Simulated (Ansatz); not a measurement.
# CH₈Si₂ (built from SMILES C[SiH2][SiH3]): search for a transition state

Is there a first-order saddle for this 1,2-elimination, which should form H2–H4 and break Si1–H2, C3–H4, and which two structures does it connect?

Computed with Ansatz 0.2.0, Gaussian basis. Level: PBE0-D4, def2-SVP first, then def2-TZVP.

### 1 The system as given

The guess: 11 atoms, charge 0, spin multiplicity 1.

Atoms are counted from 1 here; the program's logs count them from 0.

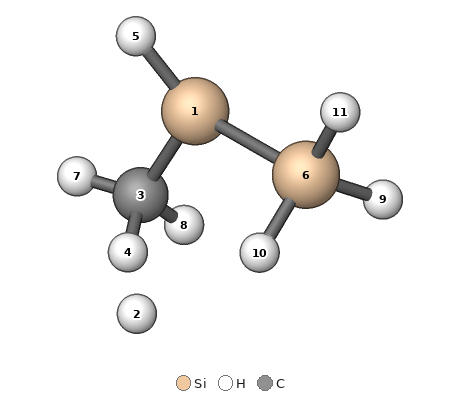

As it starts; silicon light orange, hydrogen white, carbon grey; atoms are numbered from 1 in the order of the file.

Coordinates:

```
Si   -0.2658    1.0653    0.3490
H     0.5358   -1.1910   -1.8489
C     1.4184    0.7678   -0.3345
H     1.1938   -0.0409   -1.1205
H    -0.8788    2.3149   -0.1240
Si   -1.3599   -0.9074    0.8194
H     1.9124    1.6033   -0.8236
H     2.1149    0.2913    0.3504
H    -0.7341   -1.5484    1.9840
H    -1.1637   -1.6585   -0.4148
H    -2.7730   -0.6964    1.1635
```

Distances that are to change: H2–H4 1.51 Å, Si1–H2 3.25 Å, C3–H4 1.15 Å.

### 2 Constrained relaxation of the guess

Contents of hold/in.yaml:

```yaml
crystal:
  periodic: [false, false, false]
  atoms:
    - {symbol: Si, position_ang: [-0.265800, 1.065300, 0.349000]}
    - {symbol: H, position_ang: [0.535800, -1.191000, -1.848900]}
    - {symbol: C, position_ang: [1.418400, 0.767800, -0.334500]}
    - {symbol: H, position_ang: [1.193800, -0.040900, -1.120500]}
    - {symbol: H, position_ang: [-0.878800, 2.314900, -0.124000]}
    - {symbol: Si, position_ang: [-1.359900, -0.907400, 0.819400]}
    - {symbol: H, position_ang: [1.912400, 1.603300, -0.823600]}
    - {symbol: H, position_ang: [2.114900, 0.291300, 0.350400]}
    - {symbol: H, position_ang: [-0.734100, -1.548400, 1.984000]}
    - {symbol: H, position_ang: [-1.163700, -1.658500, -0.414800]}
    - {symbol: H, position_ang: [-2.773000, -0.696400, 1.163500]}
basis:
  gaussian: {orbitals: def2-SVP}
hamiltonian: {xc: pbe0, dispersion: d4}
relax: {f_tol: 0.04, max_steps: 150, escape_saddle: false, constraints: [{distance: [1, 3]}, {distance: [0, 1]}, {distance: [2, 3]}]}
```

Launch:

```
$ ansatz run in.yaml --threads 4 --pin off --events-out ev --progress --plain --max-ram 9574MiB
```

Log, shortened:

```text
Functional definition: PBE0
  name "PBE0"
  cite "Adamo & Barone, J. Chem. Phys. 110, 6158 (1999) doi:10.1063/1.478522"
  cite "Perdew, Burke & Ernzerhof, Phys. Rev. Lett. 77, 3865 (1996) doi:10.1103/PhysRevLett.77.3865"
  parent pbe
[...]
950 factors; integrals over basis functions are off by at most 5.4e-4 eV
[...]
mean field -16903.60089118 eV, -621.1958750787 hartree, gradient 7.1e-5 eV, S^2 0.000000; 0 other end points of the search recorded, 0 dependent functions left out
[...]
reference -16903.60092047 eV, -621.1958761551 hartree; 21, 21 occupied and 69, 69 virtual orbitals, 950 factors
relax step   1: F+E_penalty+E_count = -16903.80526822 eV  Δ(F+E_penalty+E_count) = +0.000e0 eV  max|allowed force component| = 1.232e0 eV/Å  Δτ_max = 0.0000 Å  (29 SCF iters, accepted)
[...]
relax step   9: F+E_penalty+E_count = -16906.14131719 eV  Δ(F+E_penalty+E_count) = -9.934e-2 eV  max|allowed force component| = 8.611e-1 eV/Å  Δτ_max = 0.1959 Å  (28 SCF iters, accepted)
[...]
relax step  17: F+E_penalty+E_count = -16906.31363551 eV  Δ(F+E_penalty+E_count) = -3.743e-3 eV  max|allowed force component| = 2.060e-2 eV/Å  Δτ_max = 0.0999 Å  (23 SCF iters, accepted)
[...]
relax step  25: F+E_penalty+E_count = -16906.33503309 eV  Δ(F+E_penalty+E_count) = -5.566e-3 eV  max|allowed force component| = 7.773e-2 eV/Å  Δτ_max = 0.0879 Å  (23 SCF iters, accepted)
[...]
  distance Si 0 - H 1 held at 3.250264 Å   reaction = -4.9014e-2 eV/Å
  distance C 2 - H 3 held at 1.149886 Å   reaction = +1.2636e0 eV/Å
945 factors; integrals over basis functions are off by at most 1.1e-3 eV
mean field -16906.15456130 eV, -621.2897207246 hartree, gradient 2.6e-5 eV, S^2 0.000000; 1 other end points of the search recorded, 0 dependent functions left out
[...]
reference -16906.15458993 eV, -621.2897217767 hartree; 21, 21 occupied and 69, 69 virtual orbitals, 945 factors
Total energy: -16906.34426718 eV, -621.2966922873 hartree
Atom 0 at    -0.508783     0.763043     0.285253 Å, force    -0.014478     0.028376     0.032621 eV/Å
Atom 1 at     0.618755    -0.943140    -2.240973 Å, force    -0.217875    -0.302271    -0.409088 eV/Å
Atom 2 at     1.280759     0.459087    -0.185545 Å, force     0.036760    -0.659525    -1.073087 eV/Å
Atom 3 at     1.315474    -0.136196    -1.168739 Å, force     0.194434     0.930865     1.452287 eV/Å
Atom 4 at    -1.290336     1.490646    -0.756752 Å, force     0.004486    -0.007866     0.007092 eV/Å
Atom 5 at    -1.574112    -0.412186     1.735504 Å, force     0.006663    -0.001998     0.003425 eV/Å
Atom 6 at     1.817300     1.407052    -0.344455 Å, force    -0.002389    -0.001940    -0.003272 eV/Å
Atom 7 at     1.802385    -0.120557     0.589800 Å, force    -0.003112     0.002312    -0.009906 eV/Å
Atom 8 at    -0.834541    -1.095586     2.834430 Å, force    -0.002440     0.004843    -0.009375 eV/Å
Atom 9 at     0.351631    -1.352235    -2.829589 Å, force     0.002961     0.005389     0.007016 eV/Å
Atom 10 at    -2.978531    -0.059929     2.081065 Å, force    -0.005009     0.001814     0.002287 eV/Å
Dipole moment:     0.230820     0.032942    -0.115650 e Å
```

Run time: 29 s. Hardware: 4 threads of Intel Xeon Platinum 8488C, shared host; peak memory 0.19 GiB.

Relaxation path: (the energy doesn't fall at every step)

```tsv
step	energy from step 1 (eV)	largest force component (eV/Å)
1	0.0000	1.2315
2	-0.2466	0.6526
3	-0.4467	0.6505
4	-0.7591	1.0978
5	-1.2883	1.6456
6	-1.8376	1.0730
7	-2.0996	0.7198
8	-2.2367	0.9846
9	-2.3360	0.8611
10	-2.4235	0.2543
11	-2.4624	0.5448
12	-2.4864	0.2462
13	-2.4910	0.1003
14	-2.4997	0.0875
15	-2.4879	0.9086
16	-2.5046	0.0473
17	-2.5084	0.0206
18	-2.5071	0.4557
19	-2.5108	0.0902
20	-2.5128	0.1448
21	-2.5149	0.2736
22	-2.5174	0.2526
23	-2.5209	0.2261
24	-2.5242	0.1479
25	-2.5298	0.0777
26	-2.5322	0.1005
27	-2.5336	0.1674
28	-2.5353	0.0897
29	-2.5365	0.0111
30	-2.5378	0.0765
31	-2.5382	0.1156
32	-2.5386	0.0656
33	-2.5390	0.0099
```

Close pairs (by a distance rule), those that changed most:

```tsv
bond	before (Å)	after (Å)	change (Å)
Si6–H10	1.458	5.043	+3.585
H2–H10	2.272	0.765	-1.507
Si1–Si6	2.304	2.149	-0.155
Si1–C3	1.842	1.875	+0.033
Si1–H5	1.470	1.492	+0.022
Si6–H9	1.469	1.491	+0.021
Si6–H11	1.470	1.489	+0.019
C3–H7	1.087	1.101	+0.014
```

### 3 A starting Hessian

Contents of hessian/in.yaml:

```yaml
crystal:
  periodic: [false, false, false]
  atoms:
    - {symbol: Si, position_ang: [-0.508783, 0.763043, 0.285253]}
    - {symbol: H, position_ang: [0.618755, -0.943140, -2.240973]}
    - {symbol: C, position_ang: [1.280759, 0.459087, -0.185545]}
    - {symbol: H, position_ang: [1.315474, -0.136196, -1.168739]}
    - {symbol: H, position_ang: [-1.290336, 1.490646, -0.756752]}
    - {symbol: Si, position_ang: [-1.574112, -0.412186, 1.735504]}
    - {symbol: H, position_ang: [1.817300, 1.407052, -0.344455]}
    - {symbol: H, position_ang: [1.802385, -0.120557, 0.589800]}
    - {symbol: H, position_ang: [-0.834541, -1.095586, 2.834430]}
    - {symbol: H, position_ang: [0.351631, -1.352235, -2.829589]}
    - {symbol: H, position_ang: [-2.978531, -0.059929, 2.081065]}
basis:
  gaussian: {orbitals: def2-SVP}
hamiltonian: {xc: pbe0, dispersion: d4}
phonons: {}
scf: {lower_state_search: off}
```

Launch:

```
$ ansatz run in.yaml --threads 4 --pin off --events-out ev --progress --plain --max-ram 9574MiB
```

Log, shortened:

```text
[... 5 set-up lines as earlier in the session ...]
[...]
947 factors; integrals over basis functions are off by at most 3.7e-4 eV
[...]
mean field -16906.15456597 eV, -621.2897208962 hartree, gradient 4.8e-6 eV, S^2 0.000000; 0 other end points of the search recorded, 0 dependent functions left out
[...]
reference -16906.15459447 eV, -621.2897219436 hartree; 21, 21 occupied and 69, 69 virtual orbitals, 947 factors
[... from here to the last solve, the lines of the solves are left out (65 solves) ...]
947 factors; integrals over basis functions are off by at most 3.7e-4 eV
mean field -16906.15454806 eV, -621.2897202380 hartree, gradient 4.9e-6 eV, S^2 0.000000; 0 other end points of the search recorded, 0 dependent functions left out
[...]
reference -16906.15457656 eV, -621.2897212853 hartree; 21, 21 occupied and 69, 69 virtual orbitals, 947 factors
[...]
WARN: phonons: 3 modes above zero are rigid motions of the cell's bodies and no vibrations: the zero-point energy, free energy, entropy and heat capacity leave them out. With what each would have added to F at 1000 K, by the weight of its row in the mesh: 5.81 cm⁻¹ (-0.412 eV; rigid [...]
WARN: phonons: modes at or below zero, which the zero-point energy, F, S and C_V leave out: 2, the lowest at -236.00 cm⁻¹. A minimum has none, and a first-order saddle one
[...]
Atom 2 at     1.280759     0.459087    -0.185545 Å, force     0.036707    -0.659514    -1.073189 eV/Å
Atom 3 at     1.315474    -0.136196    -1.168739 Å, force     0.194389     0.930861     1.452453 eV/Å
Atom 4 at    -1.290336     1.490646    -0.756752 Å, force     0.004482    -0.007873     0.007105 eV/Å
Atom 5 at    -1.574112    -0.412186     1.735504 Å, force     0.006607    -0.002008     0.003496 eV/Å
Atom 6 at     1.817300     1.407052    -0.344455 Å, force    -0.002382    -0.001951    -0.003282 eV/Å
Atom 7 at     1.802385    -0.120557     0.589800 Å, force    -0.003067     0.002345    -0.009881 eV/Å
Atom 8 at    -0.834541    -1.095586     2.834430 Å, force    -0.002446     0.004805    -0.009396 eV/Å
Atom 9 at     0.351631    -1.352235    -2.829589 Å, force     0.002949     0.005365     0.006983 eV/Å
Atom 10 at    -2.978531    -0.059929     2.081065 Å, force    -0.005001     0.001843     0.002307 eV/Å
Dipole moment:     0.230820     0.032935    -0.115654 e Å
Vibrations: -236.00 -207.85 148.78 195.08 264.37 293.76 336.40 345.89 474.24 519.41 543.06 560.36 684.08 747.81 820.43 895.15 928.74 1294.35 1423.76 1446.26 2242.30 2245.50 2270.67 2716.11 3106.48 3181.04 4312.58 cm⁻¹, zero-point energy 1.983537 eV
Checks for a lower state left out: stability, starts, cluster_reference, orbital_swaps, neighbouring_geometries, increment
```

Run time: 33 s. Hardware: 4 threads of Intel Xeon Platinum 8488C, shared host; peak memory 0.18 GiB.

The structure is not stationary yet, so these wavenumbers are no spectrum; the search needs only the force constants.

### 4 Saddle search in the small basis

A small driver takes partitioned rational-function steps: uphill along one mode, downhill along the rest. It calls the program once a step for energy and forces and updates the Hessian by Bofill's formula. It stops when the largest force is under 0.04 eV/Å and the followed curvature is negative. The first step's input:

Contents of presaddle/in.yaml:

```yaml
crystal:
  periodic: [false, false, false]
  atoms:
    - {symbol: Si, position_ang: [-0.508783, 0.763043, 0.285253]}
    - {symbol: H, position_ang: [0.618755, -0.943140, -2.240973]}
    - {symbol: C, position_ang: [1.280759, 0.459087, -0.185545]}
    - {symbol: H, position_ang: [1.315474, -0.136196, -1.168739]}
    - {symbol: H, position_ang: [-1.290336, 1.490646, -0.756752]}
    - {symbol: Si, position_ang: [-1.574112, -0.412186, 1.735504]}
    - {symbol: H, position_ang: [1.817300, 1.407052, -0.344455]}
    - {symbol: H, position_ang: [1.802385, -0.120557, 0.589800]}
    - {symbol: H, position_ang: [-0.834541, -1.095586, 2.834430]}
    - {symbol: H, position_ang: [0.351631, -1.352235, -2.829589]}
    - {symbol: H, position_ang: [-2.978531, -0.059929, 2.081065]}
basis:
  gaussian: {orbitals: def2-SVP}
hamiltonian: {xc: pbe0, dispersion: d4}
output: {forces: true}
scf: {lower_state_search: off}
```

Launch:

```
$ ansatz run in.yaml --threads 4 --pin off --events-out ev --progress --plain --max-ram 9574MiB
```

The driver's record:

```tsv
step	energy (eV)	largest force (eV/Å)	followed curvature (eV/Å²)
1	-16906.34428	1.4525	-0.12
2	-16906.46657	0.2378	-0.11
3	-16906.48744	0.7738	-0.40
4	-16906.50083	0.5183	-0.50
5	-16906.51098	0.1775	-0.52
6	-16906.37252	1.9844	-0.45
7	-16906.51195	0.3087	-0.62
8	-16906.51584	0.2732	-0.70
9	-16906.52011	0.0667	-0.81
10	-16906.52096	0.1060	-0.83
11	-16906.52219	0.1129	-0.83
12	-16906.52378	0.0895	-0.83
13	-16906.52534	0.0758	-0.83
14	-16906.52664	0.0657	-0.83
15	-16906.52653	0.2433	-1.13
16	-16906.52839	0.0597	-1.61
17	-16906.52899	0.0299	-1.68
```

The 17 steps took 12 s in all (4 threads of Intel Xeon Platinum 8488C, shared host).

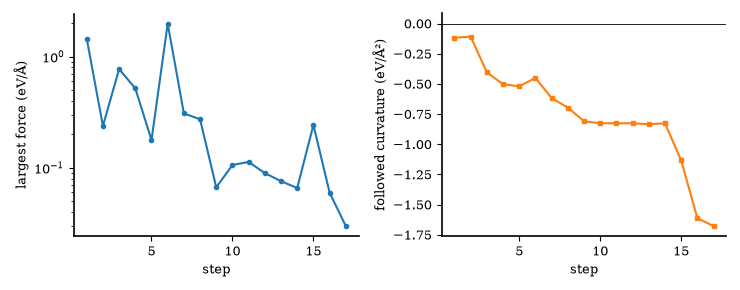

Largest force and followed curvature during the search.

### 5 Saddle search in triple zeta

A small driver takes partitioned rational-function steps: uphill along one mode, downhill along the rest. It calls the program once a step for energy and forces and updates the Hessian by Bofill's formula. It stops when the largest force is under 0.01 eV/Å and the followed curvature is negative. The first step's input:

Contents of saddle/in.yaml:

```yaml
crystal:
  periodic: [false, false, false]
  atoms:
    - {symbol: Si, position_ang: [-0.402077, 0.827526, 0.283888]}
    - {symbol: H, position_ang: [0.043436, -1.512288, -2.327617]}
    - {symbol: C, position_ang: [1.443669, 0.660905, -0.012316]}
    - {symbol: H, position_ang: [1.648120, 0.220923, -1.000674]}
    - {symbol: H, position_ang: [-1.129034, 1.586113, -0.774604]}
    - {symbol: Si, position_ang: [-1.523700, -0.455685, 1.589135]}
    - {symbol: H, position_ang: [1.927331, 1.650198, 0.027597]}
    - {symbol: H, position_ang: [1.898378, 0.022714, 0.759778]}
    - {symbol: H, position_ang: [-0.843043, -1.177819, 2.700932]}
    - {symbol: H, position_ang: [-0.091646, -1.621591, -3.068750]}
    - {symbol: H, position_ang: [-2.971434, -0.200997, 1.822631]}
basis:
  gaussian: {orbitals: def2-TZVP}
hamiltonian: {xc: pbe0, dispersion: d4}
output: {forces: true}
scf: {lower_state_search: off}
```

Launch:

```
$ ansatz run in.yaml --threads 4 --pin off --events-out ev --progress --plain --max-ram 9574MiB
```

Step by step:

```tsv
step	energy (eV)	largest force (eV/Å)	followed curvature (eV/Å²)
1	-16913.28660	0.4843	-1.68
2	-16913.29307	0.2274	-2.29
3	-16913.29713	0.0472	-2.01
4	-16913.29665	0.1469	-2.00
5	-16913.29726	0.1752	-2.00
6	-16913.29628	0.1908	-2.16
7	-16913.29713	0.0579	-1.80
8	-16913.29739	0.1743	-2.45
9	-16913.29814	0.0876	-2.51
10	-16913.29871	0.0750	-2.51
11	-16913.29946	0.0707	-2.50
14	-16913.30374	0.0934	-2.49
17	-16913.30577	0.0564	-2.45
20	-16913.30597	0.1264	-3.94
23	-16913.30568	0.1819	-1.68
26	-16913.30660	0.0230	-1.17
29	-16913.30333	0.4608	-3.75
32	-16913.30690	0.0317	-3.72
35	-16913.30712	0.0297	-3.71
38	-16913.30733	0.0332	-3.70
39	-16913.30742	0.0266	-3.69
40	-16913.30752	0.0329	-3.69
41	-16913.30764	0.0231	-3.69
42	-16913.30776	0.0330	-3.69
43	-16913.30788	0.0201	-3.69
44	-16913.30800	0.0332	-3.69
45	-16913.30811	0.0187	-3.69
```

The 45 steps took 51 s in all (4 threads of Intel Xeon Platinum 8488C, shared host).

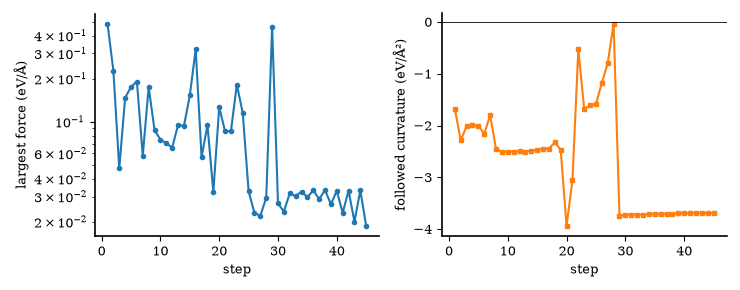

Largest force and followed curvature during the search.

### 6 Summary of results

| quantity | value |
| --- | --- |
| search | not converged after 45 steps |
| last largest force | 0.019 eV/Å |
| last followed curvature | -3.69 eV/Å² |

No saddle point was found from this guess, so no barrier can be given. The curvature is negative, but the forces are still above the tolerance.
